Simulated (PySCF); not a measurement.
```yaml
atoms:
  - { symbol: C, position_ang: [-2.2098, -1.1378, -0.3471] }
  - { symbol: C, position_ang: [-1.6411, -0.0318, 0.5300] }
  - { symbol: C, position_ang: [-0.1435, 0.1788, 0.2977] }
  - { symbol: O, position_ang: [0.1650, 0.5330, -1.0469] }
  - { symbol: C, position_ang: [-0.0388, 1.8816, -1.3763] }
  - { symbol: Si, position_ang: [0.9811, -1.3481, 0.5366] }
  - { symbol: C, position_ang: [2.7393, -0.6995, 0.7312] }
  - { symbol: C, position_ang: [3.0059, 0.5493, 0.5650] }
  - { symbol: O, position_ang: [3.1608, 1.6941, 0.4253] }
  - { symbol: H, position_ang: [-1.9509, -0.9513, -1.3864] }
  - { symbol: H, position_ang: [-1.7982, -2.1020, -0.0577] }
  - { symbol: H, position_ang: [-3.2933, -1.1801, -0.2586] }
  - { symbol: H, position_ang: [-1.7892, -0.2718, 1.5848] }
  - { symbol: H, position_ang: [-2.1765, 0.9004, 0.3270] }
  - { symbol: H, position_ang: [0.1885, 0.9907, 0.9644] }
  - { symbol: H, position_ang: [0.5499, 2.5395, -0.7253] }
  - { symbol: H, position_ang: [0.2946, 2.0029, -2.4058] }
  - { symbol: H, position_ang: [-1.0945, 2.1667, -1.3048] }
  - { symbol: H, position_ang: [0.6229, -2.0821, 1.7607] }
  - { symbol: H, position_ang: [0.9023, -2.2067, -0.6461] }
  - { symbol: H, position_ang: [3.5166, -1.4089, 0.9353] }
```

Geometry: GFN2-xTB.

These are results of PBE0/pcSseg-1, SCF density, gas phase, non-relativistic (PySCF), not measurements.

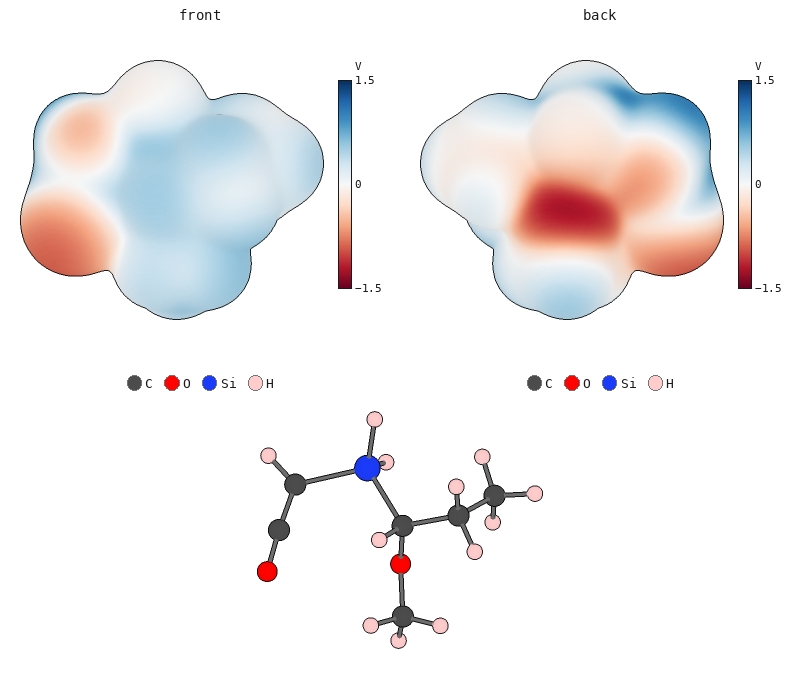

C₆H₁₂O₂Si (SMILES CC[C@H](OC)[SiH2]C=C=O). The electrostatic potential painted on the density surface at 0.001 e/bohr³, seen from the front and from behind; red is negative and blue positive. The bare structure is drawn below in the same view.

### Describe the electrostatic potential map.

The most negative region (about −1.2 V) lies over O4, the most positive (about +1.0 V) over Si6 and H21. O4 is the likeliest acceptor of a hydrogen bond.

### What dipole moment does the calculation give?

Its dipole moment is 1.28 D.
